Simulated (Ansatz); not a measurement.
# CH3BF2S (methylthiodifluoroborane), step by step

Wanted: energy and gradient (singlet CH3BF2S, B3LYP5/aug-cc-pVDZ), then energy and gradient (singlet CH3BF2S, B3LYP5/aug-cc-pVDZ), then energy and forces (singlet CH3BF2S, B3LYP5/aug-cc-pVTZ) of CH3BF2S. 

The calculation is run with Ansatz 0.2.0.

## (1) The structure to begin with

CH3BF2S: 8 atoms, total charge 0, spin state singlet. SMILES: `CSB(F)F`. The shape is that of a PBE0-D4/def2-TZVP optimisation.

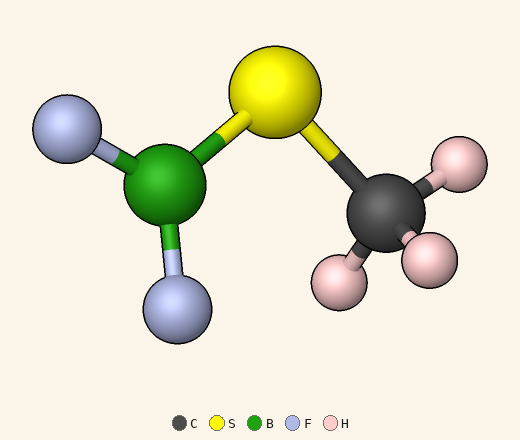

Viewed from a chosen angle; carbon dark grey, sulfur yellow, boron green, fluorine light blue, hydrogen pink.

## (2) Energy and forces at B3LYP5/aug-cc-pVDZ (run 1)

Input file run.yaml:

```yaml
crystal:
  periodic: [false, false, false]
  atoms:
    - symbol: C
      position_ang: [-0.803300, 0.136900, 0.921900]
    - symbol: S
      position_ang: [0.719300, -0.779600, 0.569900]
    - symbol: B
      position_ang: [1.068100, -0.245300, -1.103500]
    - symbol: F
      position_ang: [2.133800, -0.711800, -1.727700]
    - symbol: F
      position_ang: [0.295400, 0.609600, -1.753200]
    - symbol: H
      position_ang: [-0.637500, 1.209000, 0.840300]
    - symbol: H
      position_ang: [-1.080700, -0.107300, 1.946100]
    - symbol: H
      position_ang: [-1.603000, -0.168600, 0.250500]
basis:
  gaussian: {orbitals: aug-cc-pVDZ}
hamiltonian: {xc: {name: B3LYP5}}
output: {forces: true, orbitals: {seedname: orbitals}}
```

Started as:

```console
$ ansatz run run.yaml --threads 1 --pin off --max-ram 2610MiB --events-out events.jsonl --progress --plain --runs-dir runs
```

The log of the run, shortened:

```text
Warning: RAYON_NUM_THREADS=1 ignored (pool sized by the plan → 1); use --threads N
Functional definition: B3LYP5
  name "B3LYP5"
[...]
1417 factors; integrals over basis functions are off by at most 1.0e-3 eV
[...]
mean field -18031.78847469 eV, -662.6560040596 hartree, gradient 6.0e-5 eV, S^2 0.000000; 0 other end points of the search recorded, 0 dependent functions left out
[...]
reference -18031.78877999 eV, -662.6560152792 hartree; 24, 24 occupied and 122, 122 virtual orbitals, 1417 factors
Total energy: -18031.78877999 eV, -662.6560152792 hartree
Atom 0 at    -0.803300     0.136900     0.921900 Å, force    -0.294569     0.164869     0.102238 eV/Å
Atom 1 at     0.719300    -0.779600     0.569900 Å, force     0.455784    -0.392828     0.148849 eV/Å
Atom 2 at     1.068100    -0.245300    -1.103500 Å, force    -0.098622    -0.198680     0.572987 eV/Å
Atom 3 at     2.133800    -0.711800    -1.727700 Å, force     0.748155    -0.325116    -0.443944 eV/Å
Atom 4 at     0.295400     0.609600    -1.753200 Å, force    -0.534744     0.598554    -0.466222 eV/Å
Atom 5 at    -0.637500     1.209000     0.840300 Å, force     0.013815     0.246445    -0.002902 eV/Å
Atom 6 at    -1.080700    -0.107300     1.946100 Å, force    -0.089543    -0.034727     0.225913 eV/Å
Atom 7 at    -1.603000    -0.168600     0.250500 Å, force    -0.200275    -0.058518    -0.136919 eV/Å
Dipole moment:    -0.346417     0.120746     0.267779 e Å
```

Wall time 16 s (1 thread of Arm Neoverse N1, shared host); peak memory 0.34 GiB.

## (3) The distorted shape: energy and forces at B3LYP5/aug-cc-pVDZ (run 2)

Input file job.yaml:

```yaml
crystal:
  periodic: [false, false, false]
  atoms:
    - {symbol: C, position_ang: [-0.798226, 0.078432, 0.989246]}
    - {symbol: S, position_ang: [0.770531, -0.724187, 0.588179]}
    - {symbol: B, position_ang: [1.081412, -0.219372, -1.131398]}
    - {symbol: F, position_ang: [2.134900, -0.705587, -1.718995]}
    - {symbol: F, position_ang: [0.246952, 0.594205, -1.848958]}
    - {symbol: H, position_ang: [-0.650572, 1.151365, 0.802959]}
    - {symbol: H, position_ang: [-0.976882, -0.085431, 1.903569]}
    - {symbol: H, position_ang: [-1.541610, -0.154293, 0.268120]}
basis:
  gaussian: {orbitals: aug-cc-pVDZ}
hamiltonian: {xc: {name: B3LYP5}}
output: {forces: true}
```

Started as:

```console
$ ansatz run job.yaml --threads 1 --pin off --max-ram 2610MiB --events-out events.jsonl --progress --plain --runs-dir runs
```

The log of the run, shortened:

```text
Warning: RAYON_NUM_THREADS=1 ignored (pool sized by the plan → 1); use --threads N
Functional definition: B3LYP5
  name "B3LYP5"
[...]
1417 factors; integrals over basis functions are off by at most 7.0e-4 eV
[...]
mean field -18031.13528292 eV, -662.6319997047 hartree, gradient 1.1e-5 eV, S^2 0.000000; 0 other end points of the search recorded, 0 dependent functions left out
[...]
reference -18031.13559448 eV, -662.6320111543 hartree; 24, 24 occupied and 122, 122 virtual orbitals, 1417 factors
Total energy: -18031.13559448 eV, -662.6320111543 hartree
Atom 0 at    -0.798226     0.078432     0.989246 Å, force     2.230420     2.925950    -7.411662 eV/Å
Atom 1 at     0.770531    -0.724187     0.588179 Å, force     0.695138    -0.412635    -0.443463 eV/Å
Atom 2 at     1.081412    -0.219372    -1.131398 Å, force    -1.815671     0.656420     0.701978 eV/Å
Atom 3 at     2.134900    -0.705587    -1.718995 Å, force     1.325202    -0.431966    -0.874199 eV/Å
Atom 4 at     0.246952     0.594205    -1.848958 Å, force     0.513236    -0.453526     0.513454 eV/Å
Atom 5 at    -0.650572     1.151365     0.802959 Å, force     0.027860     0.129279     0.465694 eV/Å
Atom 6 at    -0.976882    -0.085431     1.903569 Å, force    -1.861622    -1.515597     7.431631 eV/Å
Atom 7 at    -1.541610    -0.154293     0.268120 Å, force    -1.114562    -0.897924    -0.383433 eV/Å
Dipole moment:    -0.310289     0.107924     0.271892 e Å
```

Wall time 15 s (1 thread of Arm Neoverse N1, shared host); peak memory 0.34 GiB.

## (4) Energy and forces at B3LYP5/aug-cc-pVTZ (run 3)

Input file in.yaml:

```yaml
crystal:
  periodic: [false, false, false]
  atoms:
    - symbol: C
      position_ang: [-0.803300, 0.136900, 0.921900]
    - symbol: S
      position_ang: [0.719300, -0.779600, 0.569900]
    - symbol: B
      position_ang: [1.068100, -0.245300, -1.103500]
    - symbol: F
      position_ang: [2.133800, -0.711800, -1.727700]
    - symbol: F
      position_ang: [0.295400, 0.609600, -1.753200]
    - symbol: H
      position_ang: [-0.637500, 1.209000, 0.840300]
    - symbol: H
      position_ang: [-1.080700, -0.107300, 1.946100]
    - symbol: H
      position_ang: [-1.603000, -0.168600, 0.250500]
basis:
  gaussian: {orbitals: aug-cc-pVTZ}
hamiltonian: {xc: {name: B3LYP5}}
output: {forces: true, orbitals: {seedname: orbitals}}
```

Started as:

```console
$ ansatz run in.yaml --threads 1 --pin off --max-ram 2610MiB --events-out events.jsonl --progress --plain --runs-dir runs
```

The log of the run, shortened:

```text
Warning: RAYON_NUM_THREADS=1 ignored (pool sized by the plan → 1); use --threads N
Functional definition: B3LYP5
  name "B3LYP5"
[...]
1382 factors; their error is unknown
[...]
mean field -18034.52177296 eV, -662.7564509183 hartree, gradient 1.6e-5 eV, S^2 0.000000; 0 other end points of the search recorded, 0 dependent functions left out
[...]
reference -18034.52205833 eV, -662.7564614056 hartree; 24, 24 occupied and 279, 279 virtual orbitals, 1382 factors
Total energy: -18034.52205833 eV, -662.7564614056 hartree
Atom 0 at    -0.803300     0.136900     0.921900 Å, force    -0.398987     0.217808     0.147651 eV/Å
Atom 1 at     0.719300    -0.779600     0.569900 Å, force     0.308017    -0.259917     0.089143 eV/Å
Atom 2 at     1.068100    -0.245300    -1.103500 Å, force     0.019411    -0.029839     0.032745 eV/Å
Atom 3 at     2.133800    -0.711800    -1.727700 Å, force     0.216975    -0.092351    -0.132832 eV/Å
Atom 4 at     0.295400     0.609600    -1.753200 Å, force    -0.143921     0.166207    -0.137468 eV/Å
Atom 5 at    -0.637500     1.209000     0.840300 Å, force    -0.027833    -0.057711     0.011407 eV/Å
Atom 6 at    -1.080700    -0.107300     1.946100 Å, force    -0.005785     0.027344    -0.055690 eV/Å
Atom 7 at    -1.603000    -0.168600     0.250500 Å, force     0.032123     0.028459     0.045044 eV/Å
Dipole moment:    -0.344375     0.116673     0.273417 e Å
```

Run time: 41 s. Hardware: 1 thread of Arm Neoverse N1, shared host; peak memory 0.73 GiB.

## (5) Summary of results

```
                                           quantity          value
            run 1, B3LYP5/aug-cc-pVDZ: total energy  -662.65602 Eh
           run 1, B3LYP5/aug-cc-pVDZ: dipole moment         2.18 D
             run 1, B3LYP5/aug-cc-pVDZ: HOMO energy       -7.43 eV
             run 1, B3LYP5/aug-cc-pVDZ: LUMO energy       -0.50 eV
           run 1, B3LYP5/aug-cc-pVDZ: HOMO–LUMO gap        6.94 eV
run 1, B3LYP5/aug-cc-pVDZ: largest force on an atom     0.929 eV/Å
                      distorted shape: total energy  -662.63201 Eh
                     distorted shape: dipole moment         2.05 D
          distorted shape: largest force on an atom     8.275 eV/Å
            run 3, B3LYP5/aug-cc-pVTZ: total energy  -662.75646 Eh
           run 3, B3LYP5/aug-cc-pVTZ: dipole moment         2.19 D
             run 3, B3LYP5/aug-cc-pVTZ: HOMO energy       -7.44 eV
             run 3, B3LYP5/aug-cc-pVTZ: LUMO energy       -0.53 eV
           run 3, B3LYP5/aug-cc-pVTZ: HOMO–LUMO gap        6.91 eV
run 3, B3LYP5/aug-cc-pVTZ: largest force on an atom     0.478 eV/Å
             energy change with the atoms displaced       0.653 eV
```

With the atoms displaced the energy rises by 0.65 eV (15.1 kcal/mol). The first shape isn't relaxed at this level, so the change isn't measured from a minimum. The largest force (run 3, B3LYP5/aug-cc-pVTZ) is 0.48 eV/Å: the shape isn't a stationary point for this species at this level. The largest force (run 1, B3LYP5/aug-cc-pVDZ) is 0.93 eV/Å: the shape isn't a stationary point for this species at this level. Mulliken charges (run 1, B3LYP5/aug-cc-pVDZ) run from -0.41 on F4 to +0.81 on B3; in a basis this large or diffuse they mean little. Mulliken charges (run 3, B3LYP5/aug-cc-pVTZ) run from -0.54 on C1 to +0.69 on B3; in a basis this large or diffuse they mean little.
